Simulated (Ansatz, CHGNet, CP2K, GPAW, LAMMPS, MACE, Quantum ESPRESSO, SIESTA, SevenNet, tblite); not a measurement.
**CP2K runs on amorphous Si (114 atoms)**

Aim: run amorphous Si (114 atoms) in CP2K and see how near its forces come to a plane-wave reference, and at what cost.

Method: the method is named at each step, in CP2K 2026.2.

### 1. The starting structure

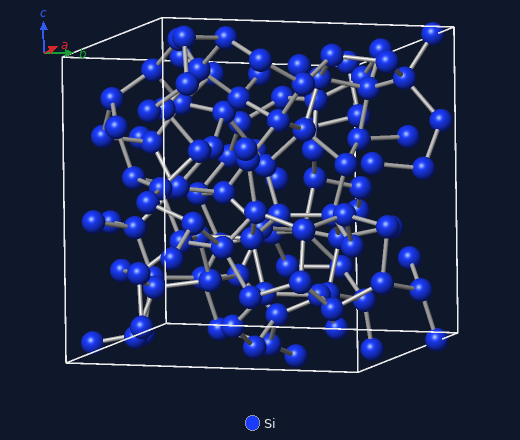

The starting structure, seen slightly off an axis (silicon blue). Some periodic images of atoms are drawn too.

The cell holds 114 atoms: 114 Si. Cell: a = 13.280 Å, b = 13.280 Å, c = 13.280 Å, α = 90.0°, β = 90.0°, γ = 90.0°. 114 atoms (114 Si) placed at random at 2.27 g/cm³, melted at 3500 K for 10 ps at fixed volume with the Tersoff potential (Tersoff, Phys. Rev. B 39, 5566 (1989)). Quenched from 3500 K to 700 K at 10 K/ps and fixed volume, annealed at 1200 K for 20 ps, held 5 ps.

The yardstick, on the same geometry:

* method: Kohn-Sham DFT, PBE, PAW, plane waves (Ansatz 0.2.0); cutoff 420 eV, Γ point, fermi-dirac smearing of 0.05 eV; PAW set soft_2
* r.m.s. force component: 0.8109 eV/Å
* longest force: 3.958 eV/Å
* pressure: 0.7867 GPa
* SCF cycles: 10
* time: 14 s on 8 threads of Arm Neoverse V2, shared host
* CPU time: 1.7 min

### 2. PBE, DZVP-UZH, 350/50 Ry, diagonalisation

Method: Kohn-Sham DFT, PBE, GTH-PBE pseudopotentials, Gaussian and plane waves, DZVP-MOLOPT (UZH set), diagonalisation.

The input, input.inp:

```
&GLOBAL
  PROJECT cell
  RUN_TYPE ENERGY_FORCE
  PRINT_LEVEL LOW
&END GLOBAL
&FORCE_EVAL
  METHOD QS
  STRESS_TENSOR ANALYTICAL
  &DFT
    BASIS_SET_FILE_NAME BASIS_MOLOPT_UZH
    POTENTIAL_FILE_NAME POTENTIAL_UZH
    &MGRID
      CUTOFF 350
      REL_CUTOFF 50
    &END MGRID
    &QS
      EPS_DEFAULT 1.0E-12
    &END QS
    &SCF
      SCF_GUESS ATOMIC
      EPS_SCF 1.0E-06
      MAX_SCF 200
      ADDED_MOS 51
      &DIAGONALIZATION
        ALGORITHM STANDARD
      &END DIAGONALIZATION
      &SMEAR ON
        METHOD FERMI_DIRAC
        ELECTRONIC_TEMPERATURE [K] 580
      &END SMEAR
      &MIXING
        METHOD BROYDEN_MIXING
        ALPHA 0.15
        NBROYDEN 8
      &END MIXING
      &PRINT
        &RESTART OFF
        &END RESTART
      &END PRINT
    &END SCF
    &XC
      &XC_FUNCTIONAL PBE
      &END XC_FUNCTIONAL
    &END XC
    &PRINT
      &MULLIKEN ON
      &END MULLIKEN
      &LOWDIN ON
      &END LOWDIN
      &MO ON
        EIGENVALUES T
        OCCUPATION_NUMBERS T
        MO_INDEX_RANGE 217 240
        &EACH
          QS_SCF 0
        &END EACH
        ADD_LAST NUMERIC
      &END MO
    &END PRINT
  &END DFT
  &SUBSYS
    &CELL
      A 13.28010 0.00000 0.00000
      B 0.00000 13.28010 0.00000
      C 0.00000 0.00000 13.28010
    &END CELL
    &COORD
      Si 3.62162 6.04603 7.11481
      Si 8.72011 10.94333 11.13417
      Si 3.72427 3.78084 7.24151
      Si 9.09687 4.90022 10.47309
      Si 4.16836 6.47086 3.45787
      Si 4.06437 1.77927 0.64422
      Si 7.26860 7.28188 5.69982
      Si 10.72408 0.12762 5.57924
      Si 4.43024 8.11892 1.76400
      Si 3.62932 0.08061 5.65626
      Si 4.62519 12.02872 2.49892
      Si 11.26179 4.52772 7.51468
      Si 9.02808 7.86262 9.20112
      Si 1.28272 5.67379 7.35372
      Si 0.83744 7.26740 9.10670
      Si 12.23403 1.65311 4.52559
      Si 11.48476 8.33419 12.12473
      Si 2.76107 2.27037 5.58574
      Si 9.23711 9.68624 7.71786
      Si 4.76025 7.32225 5.47299
      Si 6.00287 3.12999 6.96701
      Si 11.31212 8.26500 1.12323
      Si 8.48479 5.61589 4.47978
      Si 0.61606 1.01633 0.82111
      Si 9.51506 9.82674 4.14658
      Si 7.32451 6.65599 7.82981
      Si 11.80667 9.99739 7.43739
      Si 7.50445 9.75742 0.83598
      Si 5.99836 0.51992 3.25057
      Si 2.33398 8.48917 0.76507
      Si 12.21450 1.35138 12.60242
      Si 3.05256 2.99148 9.27296
      Si 8.75105 6.06569 2.06638
      Si 2.06745 2.82587 1.09242
      Si 9.24521 1.41486 9.87880
      Si 10.77428 13.18435 0.01859
      Si 0.81234 12.35647 4.44326
      Si 6.03979 10.44958 4.97366
      Si 3.40913 10.26950 7.89382
      Si 6.77272 0.85789 7.18892
      Si 5.98654 12.83389 5.51748
      Si 11.37321 12.27812 2.07927
      Si 0.70185 10.23391 0.52802
      Si 13.27598 10.14879 4.50740
      Si 0.91912 9.40098 8.16487
      Si 9.78225 12.33482 3.67527
      Si 5.32559 0.41460 10.79473
      Si 8.74800 2.29626 4.20674
      Si 5.06503 9.79925 11.06684
      Si 1.44434 8.94999 5.73740
      Si 5.10487 6.98653 8.77084
      Si 0.98937 6.75399 5.23595
      Si 13.23070 3.74565 7.69024
      Si 3.80063 9.61612 5.54989
      Si 9.32834 3.00688 11.63350
      Si 3.40010 0.63107 9.41360
[... 54 atom lines left out ...]
      Si 11.37454 3.54738 12.75673
      Si 8.48346 0.54913 0.46680
      Si 8.30750 0.50212 2.81419
      Si 2.92614 12.51464 7.61693
    &END COORD
    &KIND Si
      BASIS_SET DZVP-MOLOPT-PBE-GTH-q4
      POTENTIAL GTH-PBE-q4
    &END KIND
  &END SUBSYS
  &PRINT
    &FORCES ON
    &END FORCES
    &STRESS_TENSOR ON
    &END STRESS_TENSOR
  &END PRINT
&END FORCE_EVAL
```

The run is started by

```sh
$ OMP_NUM_THREADS=1 mpirun -np 4 cp2k.psmp -i input.inp > output.txt
```

Numbers of over 12 decimals in the logs are rounded to 6 here.

What it wrote:

```text
CP2K| version string:                                       CP2K version 2026.2
 CP2K| Input file name                                                 input.inp
 GLOBAL| Basis set file name                                    BASIS_MOLOPT_UZH
 GLOBAL| Potential file name                                       POTENTIAL_UZH
 GLOBAL| Run type                                                   ENERGY_FORCE
 GLOBAL| Total number of message passing processes                             4
 GLOBAL| Number of threads for this process                                    1
 TOTAL NUMBERS AND MAXIMUM NUMBERS
  Total number of            - Atomic kinds:                                   1
                             - Atoms:                                        114
                             - Shell sets:                                   114
                             - Shells:                                       570
                             - Primitive Cartesian functions:                456
                             - Cartesian basis functions:                   1596
                             - Spherical basis functions:                   1482
  Maximum angular momentum of- Orbital basis functions:                        2
                             - Local part of the GTH pseudopotential:          0
                             - Non-local part of the GTH pseudopotential:      2
 SCF PARAMETERS         Density guess:                                    ATOMIC
                        max_scf:                                             200
                        eps_scf:                                        1.00E-06
                        added MOs                                        51    0
                        Mixing method:                            BROYDEN_MIXING
                                                charge density mixing in g-space
                        Smear method:                                FERMI_DIRAC
                        Electronic temperature [K]:                        580.0
                        Electronic temperature [a.u.]:                  1.84E-03
                        Accuracy threshold:                             1.00E-10
 Extrapolation method: initial_guess
 Number of electrons:                                                        456
 Number of occupied orbitals:                                                228
 Number of molecular orbitals:                                               279
 Number of orbital functions:                                               1482
 Number of independent orbital functions:                                   1482
 SCF WAVEFUNCTION OPTIMIZATION
  Step     Update method      Time    Convergence         Total energy    Change
     1 NoMix/Diag. 0.15E+00    5.0     0.54835276      -454.5488356834 -4.55E+02
     2 Broy./Diag. 0.15E+00    6.5     0.01468353      -451.1411308025  3.41E+00
     3 Broy./Diag. 0.15E+00    6.5     0.06376166      -447.2061944906  3.93E+00
     4 Broy./Diag. 0.15E+00    6.5     0.03656607      -448.7463766745 -1.54E+00
     5 Broy./Diag. 0.15E+00    6.5     0.01188261      -448.0369314654  7.09E-01
     6 Broy./Diag. 0.15E+00    6.5     0.00720435      -447.7856404442  2.51E-01
     7 Broy./Diag. 0.15E+00    6.5     0.00304168      -447.6285928193  1.57E-01
[...]
17 Broy./Diag. 0.15E+00    6.6     0.00000116      -447.4674777103 -1.24E-04
    18 Broy./Diag. 0.15E+00    6.6     0.00000149      -447.4675524321 -7.47E-05
    19 Broy./Diag. 0.15E+00    6.6     0.00000061      -447.4675644571 -1.20E-05
  *** SCF run converged in    19 steps ***
  Electronic density on regular grids:       -455.9999999999        0.0000000001
  Core density on regular grids:              455.9999999991       -0.0000000009
  Total charge density on r-space grids:       -0.0000000008
  Total charge density g-space grids:          -0.0000000008
  Overlap energy of the core charge distribution:               2.3995e-09
  Self energy of the core charge distribution:              -1169.457322
  Core Hamiltonian energy:                                    247.324384
  Hartree energy:                                             611.451359
  Exchange-correlation energy:                               -136.780546
  Electronic entropic energy:                                  -0.00543948
  Fermi energy:                                                 0.194007
  Total energy:                                              -447.467564
  Total energy (extrapolated to T->0):                       -447.464845
 MO| EIGENVALUES AND OCCUPATION NUMBERS
 MO|
 MO|  Index      Eigenvalue [a.u.]        Eigenvalue [eV]             Occupation
 MO|    217               0.157589               4.288208               2.000000
 MO|    218               0.161037               4.382049               2.000000
 MO|    219               0.162673               4.426566               2.000000
 MO|    220               0.163443               4.447517               2.000000
 MO|    221               0.167292               4.552255               1.999999
 MO|    222               0.169203               4.604246               1.999997
[...]
MO|    238               0.228806               6.226126               0.000000
 MO|    239               0.231110               6.288810               0.000000
 MO|    240               0.233442               6.352285               0.000000
 MO| Sum:                                                             456.000000
 MO| E(Fermi):            0.194007 a.u.          5.279191 eV
 !-----------------------------------------------------------------------------!
                     Mulliken Population Analysis
 #  Atom  Element  Kind  Atomic population                           Net charge
       1     Si       1          4.003612                             -0.003612
       2     Si       1          4.001361                             -0.001361
       3     Si       1          4.015096                             -0.015096
       4     Si       1          3.986288                              0.013712
       5     Si       1          3.976310                              0.023690
       6     Si       1          3.988860                              0.011140
[...]
# Total charge                            456.000000                  0.000000
 !-----------------------------------------------------------------------------!
 LOWDIN POPULATION ANALYSIS
 #  Atom  Element  Kind  Atomic population                           Net charge
[...]
112     Si       1          4.011807                             -0.011807
     113     Si       1          4.041912                             -0.041912
     114     Si       1          4.036463                             -0.036463
 # Total charge                            456.000000                  0.000000
 ENERGY| Total FORCE_EVAL ( QS ) energy [hartree]           -447.467552
 FORCES| Atomic forces [hartree/bohr]
 FORCES|   Atom     x               y               z               |f|
 FORCES|      1  4.50829873E-03  7.59433797E-03 -2.25114752E-04   8.83455734E-03
 FORCES|      2 -1.12554486E-02 -1.22679356E-02  8.75498957E-03   1.88105611E-02
 FORCES|      3  1.68364322E-02 -1.64905075E-02 -2.24523409E-02   3.25501136E-02
 FORCES|      4  8.66018303E-03  9.51624685E-03 -2.15397057E-02   2.50901703E-02
 FORCES|      5  2.12231461E-02 -1.25091790E-02 -1.41488777E-02   2.84093687E-02
 FORCES|      6 -5.06884176E-04 -1.92363675E-02 -4.81296303E-03   1.98358105E-02
[...]
FORCES|    112  7.93281288E-03  2.67960765E-02  1.28393562E-02   3.07539966E-02
 FORCES|    113 -2.22786939E-02  8.91893552E-03 -1.53662609E-02   2.84957819E-02
 FORCES|    114 -7.51004929E-04  2.97030241E-03  1.13219208E-02   1.17291344E-02
 FORCES| Sum    -2.38856185E-07 -1.50048815E-07 -3.26331166E-07
 FORCES| Total atomic force                                       4.31345516E-07
 STRESS| Analytical stress tensor [bar]
 STRESS|                        x                   y                   z
 STRESS|      x        1.15506298506E+04   6.31804451368E+03  -3.57719569031E+03
 STRESS|      y        6.31804451368E+03  -3.19953571555E+03  -1.00043836063E+04
 STRESS|      z       -3.57719569031E+03  -1.00043836063E+04   7.65609836699E+03
 STRESS| 1/3 Trace                                             5.33573083402E+03
```

Run time: 2.4 min. Hardware: 4 MPI ranks of Arm Neoverse V2, shared host; peak memory 4 GiB; 9.6 min of CPU time.

Banners, paths, timers and routine set-up lines are dropped from the logs unmarked, and long logs keep their key lines alone; longer cuts are marked.

Numbers from this run, and their distance from the reference:

```yaml
r_m_s_force_component: 0.8192 eV/Å
r_m_s_difference_of_force_components: 37.59 meV/Å
longest_difference_of_force_vectors: 129.1 meV/Å
force_difference_over_r_m_s_force: 4.636 %
slope_of_forces_against_the_reference_s: 1.009
correlation_of_force_components: 0.999
pressure: 0.5336 GPa
pressure_difference: -0.2531 GPa
```

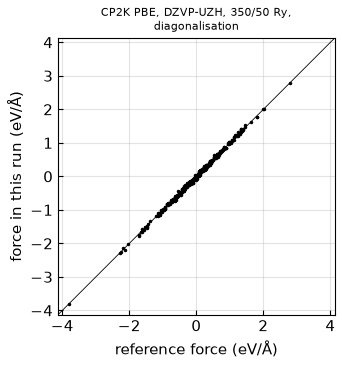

Force components against those of the reference; the line marks equality.

The surroundings of Si72, whose charge lies farthest from its element's mean, nearest first, numbered as they follow in the input and with coordinates relative to it.

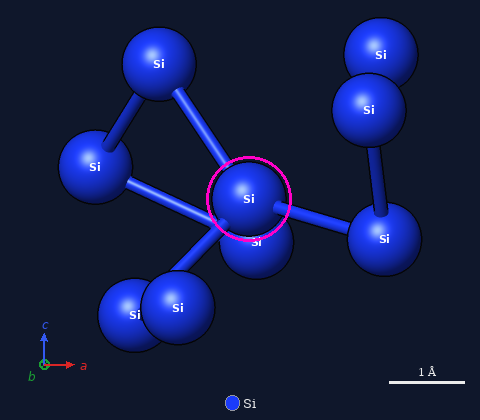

The atoms of the table, within 3.7 Å (arrows a, b, c point along x, y, z); some may hide others; the central atom is ringed.

| atom | x | y | z | distance (Å) | bonds | Mulliken charge (e) | Fx | Fy | Fz (eV/Å) |
| --- | --- | --- | --- | --- | --- | --- | --- | --- | --- |
| Si72 | 0.00 | 0.00 | 0.00 | 0.00 | 5 | -0.07 | 0.15 | 1.40 | -0.56 |
| Si88 | 1.94 | -1.26 | -0.44 | 2.36 | 4 | -0.01 | 0.97 | 0.02 | -0.35 |
| Si21 | -1.41 | -1.11 | -1.55 | 2.37 | 4 | 0.02 | 0.43 | -0.22 | -0.60 |
| Si73 | -1.33 | 1.01 | 1.74 | 2.41 | 4 | 0.04 | 1.40 | 1.09 | -0.45 |
| Si26 | -0.09 | 2.42 | -0.69 | 2.52 | 4 | 0.05 | 0.38 | -1.08 | 2.01 |
| Si4 | 1.68 | 0.66 | 1.95 | 2.66 | 4 | 0.01 | 0.45 | 0.49 | -1.11 |
| Si51 | -2.31 | 2.75 | 0.25 | 3.60 | 5 | -0.07 | -0.05 | 0.36 | 0.62 |
| Si35 | 1.83 | -2.82 | 1.36 | 3.63 | 4 | 0.00 | 0.47 | -0.81 | -0.65 |
| Si40 | -0.64 | -3.38 | -1.33 | 3.69 | 4 | -0.01 | 1.03 | 0.36 | -0.08 |

Forces lie 4.6 % from the reference's, at 5.6 times its CPU time (on 4 against 8 cores).

### 3. GFN1-xTB, diagonalisation

Method: GFN1-xTB tight binding (the program's own implementation), diagonalisation.

The input, input.inp:

```
&GLOBAL
  PROJECT cell
  RUN_TYPE ENERGY_FORCE
  PRINT_LEVEL LOW
&END GLOBAL
&FORCE_EVAL
  METHOD QS
  STRESS_TENSOR ANALYTICAL
  &DFT
    &QS
      METHOD XTB
      &XTB
        GFN_TYPE 1
        DO_EWALD T
        CHECK_ATOMIC_CHARGES F
      &END XTB
    &END QS
    &SCF
      SCF_GUESS ATOMIC
      EPS_SCF 1.0E-06
      MAX_SCF 200
      ADDED_MOS 85
      &DIAGONALIZATION
        ALGORITHM STANDARD
      &END DIAGONALIZATION
      &SMEAR ON
        METHOD FERMI_DIRAC
        ELECTRONIC_TEMPERATURE [K] 580
      &END SMEAR
      &MIXING
        METHOD BROYDEN_MIXING
        ALPHA 0.15
        NBROYDEN 8
      &END MIXING
      &PRINT
        &RESTART OFF
        &END RESTART
      &END PRINT
    &END SCF
    &PRINT
      &MULLIKEN ON
      &END MULLIKEN
    &END PRINT
  &END DFT
  &SUBSYS
    &CELL
      A 13.28010 0.00000 0.00000
      B 0.00000 13.28010 0.00000
      C 0.00000 0.00000 13.28010
    &END CELL
    &COORD
[... 114 atom lines left out: the same atoms as in the first run ...]
    &END COORD
  &END SUBSYS
  &PRINT
    &FORCES ON
    &END FORCES
    &STRESS_TENSOR ON
    &END STRESS_TENSOR
  &END PRINT
&END FORCE_EVAL
```

The run is started by

```sh
$ OMP_NUM_THREADS=1 cp2k.psmp -i input.inp > output.txt
```

What it wrote:

```text
CP2K| version string:                                       CP2K version 2026.2
 CP2K| Input file name                                                 input.inp
 GLOBAL| Basis set file name                                           BASIS_SET
 GLOBAL| Potential file name                                           POTENTIAL
 GLOBAL| Run type                                                   ENERGY_FORCE
 GLOBAL| Total number of message passing processes                             1
 GLOBAL| Number of threads for this process                                    1
[... lines left out ...]
                        Smear method:                                FERMI_DIRAC
[... lines left out ...]
 Number of electrons:                                                        456
[... lines left out ...]
  Step     Update method      Time    Convergence         Total energy    Change
[... lines left out ...]
  *** SCF run converged in   108 steps ***
[... lines left out ...]
  Fermi energy:                                                -0.450306
  Total energy:                                              -208.808717
  Total energy (extrapolated to T->0):                       -208.806616
[... lines left out ...]
     113     Si         1                 4.035416                     -0.035416
     114     Si         1                 4.017310                     -0.017310
 # Total charge                         456.000000                      0.000000
 ENERGY| Total FORCE_EVAL ( QS ) energy [hartree]           -208.808717
 FORCES| Atomic forces [hartree/bohr]
 FORCES|   Atom     x               y               z               |f|
 FORCES|      1  1.04326206E-02  1.31791752E-02 -2.14689953E-03   1.69451884E-02
 FORCES|      2 -8.45702595E-03 -1.30165043E-02  8.57772658E-03   1.77349391E-02
 FORCES|      3  1.77533551E-02 -2.27273759E-02 -2.92178340E-02   4.10535876E-02
[...]
FORCES|    113 -2.70321870E-02  1.10638021E-02 -1.94301087E-02   3.50809916E-02
 FORCES|    114 -4.59540338E-04 -1.59919865E-03  2.54835558E-02   2.55378196E-02
 FORCES| Sum     1.20931910E-14 -1.01262315E-14  1.01377240E-14
 FORCES| Total atomic force                                       1.87499141E-14
 STRESS| Analytical stress tensor [bar]
 STRESS|                        x                   y                   z
 STRESS|      x        7.76798599950E+04   5.86931800632E+03  -4.51155180770E+03
 STRESS|      y        5.86931800632E+03   5.85150345091E+04  -1.10371714306E+04
 STRESS|      z       -4.51155180770E+03  -1.10371714306E+04   7.17881153781E+04
 STRESS| 1/3 Trace                                             6.93276699607E+04
```

Wall time 56 s (1 thread); peak memory 0.34 GiB.

Against the reference:

```
r.m.s. force component                  : 0.9755 eV/Å
r.m.s. difference of force components   : 239.8 meV/Å
longest difference of force vectors     : 1180 meV/Å
force difference over r.m.s. force      : 29.57 %
slope of forces against the reference's : 1.18
correlation of force components         : 0.9808
pressure                                : 6.933 GPa
pressure difference                     : 6.146 GPa
```

Against the first run (4.6 %), the force difference from the reference is 30 %, at 0.097 times the CPU time (on 1 against 4 cores) (108 SCF steps against 19); the model has changed, so this is no error of the program alone.

(Continued in part 2 of 3.)

[Also dropped from logs without a mark: logging warnings of Python, and SIESTA's first energy breakdown and zero terms.]

[Logs are printed without paths, hosts, clocks, repeated set-up lines and the standing remarks that a program may print on its own settings, such as how far it seeks lower states.]

[Hosts, paths, dates, database ids (printed as entryN), source tags and the programs' standing remarks are cut or masked in the printed files.]
